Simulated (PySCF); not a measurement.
**C$_{6}$H$_{7}$Al (SMILES CC#[C][AlH][C]#CC): density, localisation and related maps**

```yaml
atoms:
  - { symbol: C, position_ang: [4.0174, -0.7715, 0.5343] }
  - { symbol: C, position_ang: [2.7745, -0.0300, 0.5537] }
  - { symbol: C, position_ang: [1.7309, 0.5951, 0.5707] }
  - { symbol: Al, position_ang: [0.0312, 1.5281, 0.6014] }
  - { symbol: C, position_ang: [-1.7065, 0.7302, 0.2771] }
  - { symbol: C, position_ang: [-2.7726, 0.1801, 0.0749] }
  - { symbol: C, position_ang: [-4.0430, -0.4697, -0.1682] }
  - { symbol: H, position_ang: [3.9942, -1.5177, -0.2608] }
  - { symbol: H, position_ang: [4.8541, -0.0948, 0.3595] }
  - { symbol: H, position_ang: [4.1655, -1.2770, 1.4891] }
  - { symbol: H, position_ang: [0.0657, 3.0407, 0.9183] }
  - { symbol: H, position_ang: [-4.0930, -1.4079, 0.3856] }
  - { symbol: H, position_ang: [-4.1578, -0.6809, -1.2319] }
  - { symbol: H, position_ang: [-4.8612, 0.1749, 0.1542] }
```

Geometry: GFN2-xTB.

Computed with PBE0/def2-SVPD, SCF density, gas phase (PySCF).

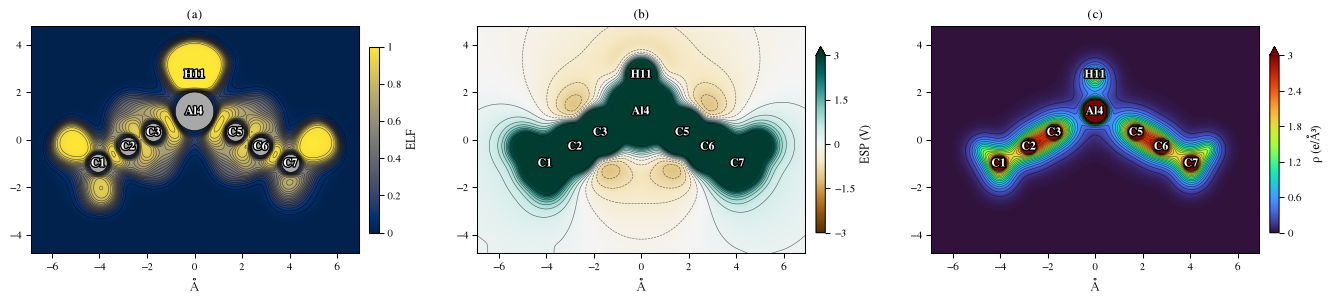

Figure 1. (a) ELF; (b) molecular electrostatic potential; (c) electron density on the plane of atoms C3, Al4 and C5. Grey discs cover the atomic cores in the ELF map.

> Read the bonding off the picture.

Atoms in the plane: C, Al and H.
C–C (1.22 Å): ρ is about 2.7 e/Å³ halfway; the ELF peaks at about 0.85 between the atoms: a multiple bond.
C–Al (1.94 Å): ρ is about 0.69 e/Å³ halfway; the ELF peaks at about 0.95 between the atoms; a polar covalent bond.
Al–H (1.55 Å): ρ at the midpoint is about 0.58 e/Å³; the ELF climbs to about 1 towards the hydrogen.
Outside the dense part of the molecule the potential is most negative (−1.2 V) near C3 and C5.

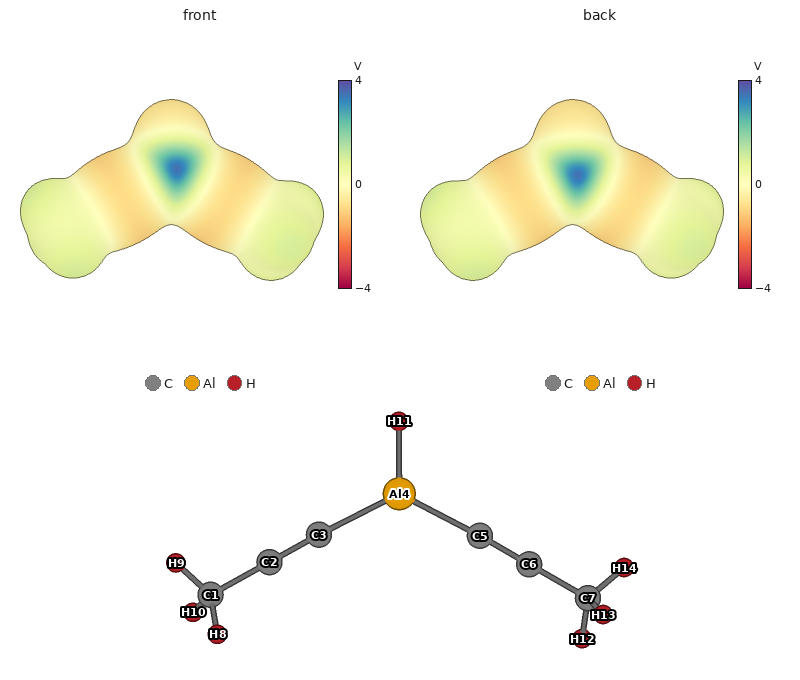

Figure 2. The molecular electrostatic potential painted on the density surface at 0.002 e/bohr³, seen from the front and from behind; red is negative and blue positive. The bare structure is drawn below in the same view.

> Where is the surface potential most negative and most positive?

The most negative region (about −1.0 V) lies over C2, C3, C5 and C6, the most positive (about +3.2 V) over Al4.
